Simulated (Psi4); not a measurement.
# HF/6-31G(d) (spherical functions) run of BGeNH6 (SMILES B[NH][GeH3])

What is the energy change on altering one bond length of BGeNH6 at HF/6-31G* (spherical functions)? 

The calculation is run with Psi4 1.11.

1 further run of the same task is left out (set aside as unsound or not needed).

## 1. The structure to begin with

BGeNH6 has 9 atoms, charge 0, and is taken as a singlet. SMILES: `B[NH][GeH3]`. Geometry: relaxed at PBE0-D4/def2-TZVP.

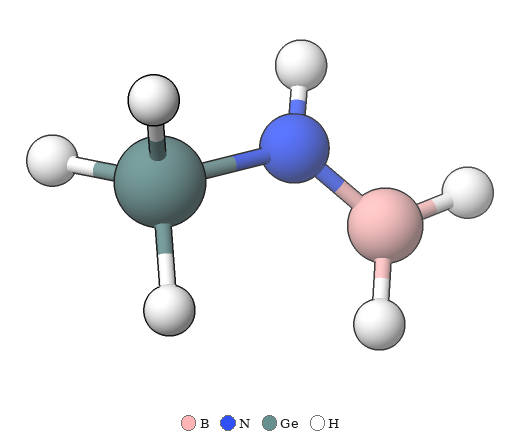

Viewed from a chosen angle; boron pink, nitrogen blue, germanium teal, hydrogen white.

## 2. A single-point energy at HF/6-31G(d) (spherical functions)

Input file input.in:

```
memory 2.2 GB

molecule {
  B     -1.65162063     1.18958260    -2.19756251
  N     -0.04403062     1.29843082    -0.11848583
  Ge     1.25704582    -1.43883747     1.63763666
  H     -2.30149745    -0.83280230    -2.98765700
  H     -2.36045690     3.11237893    -3.16491331
  H      0.47980146     3.02053824     0.51495037
  H      4.16042104    -1.35077623     1.52104056
  H      0.21712953    -3.80817609     0.34884344
  H      0.41063749    -1.27745486     4.41383331
  units au
  symmetry c1
  no_reorient
  no_com
}

set basis 6-31G*
set reference rhf
set puream true
set e_convergence 1e-09
set d_convergence 1e-08
set scf_type pk

result, w = energy('hf', return_wfn=True)
oeprop(w, 'QUADRUPOLE', 'MAYER_INDICES', 'WIBERG_LOWDIN_INDICES')
print_variables()
```

Started as:

```sh
psi4 -n 1 input.in input.out
```

input.out, cut to the lines that bear on the results:

```text
[...]
  Running in c1 symmetry.
[...]
  Nuclear repulsion =  177.534512199236900
[...]
  Multiplicity = 1
[...]
  Nalpha       = 25
  Nbeta        = 25
[...]
    Number of basis functions: 72
[...]
   @RHF iter   1: -2156.62203589692490   -3.45538e+00   3.20702e-02 ADIIS/DIIS
[...]
   @RHF iter  12: -2157.72379791790354   -9.09495e-13   4.22706e-09 DIIS
[...]
    Orbital Energies [Eh]
    ---------------------
    Doubly Occupied:
       1A   -405.257221     2A    -52.193061     3A    -46.283255
       4A    -46.283158     5A    -46.283080     6A    -15.550588
       7A     -7.578224     8A     -7.220804     9A     -5.195798
      10A     -5.195079    11A     -5.194760    12A     -1.650770
      13A     -1.648212    14A     -1.647902    15A     -1.644095
      16A     -1.643625    17A     -1.136678    18A     -0.743835
      19A     -0.703694    20A     -0.587695    21A     -0.523736
      22A     -0.498774    23A     -0.478145    24A     -0.442135
      25A     -0.413351
[...]
  @RHF Final Energy: -2157.72379791790354
   => Energetics <=
    Nuclear Repulsion Energy =            177.5345121992369002
    One-Electron Energy =               -3358.5212695013074153
    Two-Electron Energy =                1023.2629593841670612
    Total Energy =                      -2157.7237979179035392
[...]
 Multipole Moments:
 ------------------------------------------------------------------------------------
     Multipole            Electronic (a.u.)      Nuclear  (a.u.)        Total (a.u.)
 ------------------------------------------------------------------------------------
 L = 1.  Multiply by 2.5417464519 to convert [e a0] to [Debye]
 Dipole X            :        -31.8763226           32.2651839            0.3888613
 Dipole Y            :         32.1998101          -32.1421626            0.0576475
 Dipole Z            :        -40.7307952           41.2332571            0.5024619
 Magnitude           :                                                    0.6379689
 L = 2.  Multiply by 1.3450342976 to convert [e a0^2] to [Debye ang]
 Quadrupole XX       :       -117.9832969           92.8418069          -25.1414900
 Quadrupole XY       :         79.5527340          -79.0537204            0.4990136
[...]
```

Wall time 3.6 s (1 thread of AMD EPYC 7R43 (Zen 3), shared host); peak memory 0.25 GiB.

## 3. The distorted shape: energy and gradient at HF/6-31G(d) (spherical functions)

Input file bgeh6n_ase.py:

```python
import numpy as np
from ase.calculators.psi4 import Psi4
from ase import Atoms

atoms = Atoms(['B', 'N', 'Ge', 'H', 'H', 'H', 'H', 'H', 'H'], positions=[
    [-0.686444, 0.120733, -0.906941],
    [0.164256, 0.178333, 0.193259],
    [0.852756, -1.270167, 1.122559],
    [-1.030344, -0.949467, -1.325041],
    [-1.249100, 1.647000, -1.674800],
    [0.441456, 1.089633, 0.528459],
    [2.389156, -1.223567, 1.060859],
    [0.302456, -2.523967, 0.440559],
    [0.404856, -1.184767, 2.591659],
])
calc = Psi4(atoms=atoms, method='hf', basis='6-31G*', memory='2200MB', num_threads=1, charge=0, multiplicity=1, label='calc', reference='rhf')
calc.psi4.set_options({'puream': True, 'e_convergence': 1e-09, 'd_convergence': 1e-08, 'scf_type': 'pk'})
atoms.calc = calc

forces = atoms.get_forces()
print(f'energy: {atoms.get_potential_energy():.6f} eV')
print('forces / eV A^-1')
print(np.round(forces, 5))
```

Started as:

```sh
python bgeh6n_ase.py
```

calc.dat, cut to the lines that bear on the results:

```text
[...]
  Running in c1 symmetry.
[...]
  Nuclear repulsion =  175.843522339760852
[...]
  Multiplicity = 1
[...]
  Nalpha       = 25
  Nbeta        = 25
[...]
    Number of basis functions: 72
[...]
   @RHF iter   1: -2156.54486755617927   -3.54996e+00   3.20987e-02 ADIIS/DIIS
[...]
   @RHF iter  12: -2157.65128883813577   -5.45697e-12   4.83985e-09 DIIS
[...]
  @RHF Final Energy: -2157.65128883813577
   => Energetics <=
    Nuclear Repulsion Energy =            175.8435223397608524
    One-Electron Energy =               -3354.5147626493171629
    Two-Electron Energy =                1021.0199514714205407
    Total Energy =                      -2157.6512888381357698
[...]
 Multipole Moments:
 ------------------------------------------------------------------------------------
     Multipole            Electronic (a.u.)      Nuclear  (a.u.)        Total (a.u.)
 ------------------------------------------------------------------------------------
 L = 1.  Multiply by 2.5417464519 to convert [e a0] to [Debye]
 Dipole X            :          4.1306983           -3.5130228            0.6176755
 Dipole Y            :         -5.0817965            4.6632028           -0.4185937
 Dipole Z            :          5.4826874           -4.6716789            0.8110086
 Magnitude           :                                                    1.1020339
[...]
  -Total Gradient:
     Atom            X                  Y                   Z
    ------   -----------------  -----------------  -----------------
       1        0.016634045750    -0.050682740780     0.022864372113
       2        0.003936062419    -0.018430166132     0.005579116984
       3       -0.001261054433     0.002149848668    -0.001607538431
       4        0.003082195576    -0.011605382710     0.004272523695
       5       -0.025615031555     0.069466123468    -0.034955336728
       6        0.003167269707     0.008012837292     0.003876716137
       7        0.000253702124     0.000142734494     0.000143309681
       8       -0.000293300328     0.000793177069    -0.000420885268
       9        0.000096110734     0.000153568605     0.000247721779
[...]
```

Standard output:

```text
energy: -58712.682127 eV
forces / eV A^-1
[[-0.85536  2.60621 -1.17573]
 [-0.2024   0.94772 -0.28689]
 [ 0.06485 -0.11055  0.08266]
 [-0.15849  0.59677 -0.2197 ]
 [ 1.31718 -3.57209  1.79748]
 [-0.16287 -0.41204 -0.19935]
 [-0.01305 -0.00734 -0.00737]
 [ 0.01508 -0.04079  0.02164]
 [-0.00494 -0.0079  -0.01274]]
```

Run time: 6.3 s. Hardware: 1 thread of AMD EPYC 7R43 (Zen 3), shared host; peak memory 0.28 GiB.

## 4. What came out

Level: HF/6-31G* (spherical functions).

```
                                                         quantity           value
                                        first shape: total energy  -2157.72380 Eh
                                       first shape: dipole moment          1.62 D
                                         first shape: HOMO energy       -11.25 eV
                                         first shape: LUMO energy         3.47 eV
                                       first shape: HOMO–LUMO gap        14.72 eV
                                    distorted shape: total energy  -2157.65129 Eh
                                   distorted shape: dipole moment          2.80 D
                                     distorted shape: HOMO energy       -10.11 eV
                                     distorted shape: LUMO energy         3.23 eV
                                   distorted shape: HOMO–LUMO gap        13.34 eV
                        distorted shape: largest force on an atom      4.210 eV/Å
energy change with the B1–H5 bond stretched from 1.199 to 1.799 Å        1.973 eV
```

With the B1–H5 bond stretched from 1.199 to 1.799 Å the energy rises by 1.97 eV (190 kJ/mol). The first shape isn't relaxed at this level, so the change isn't measured from a minimum.
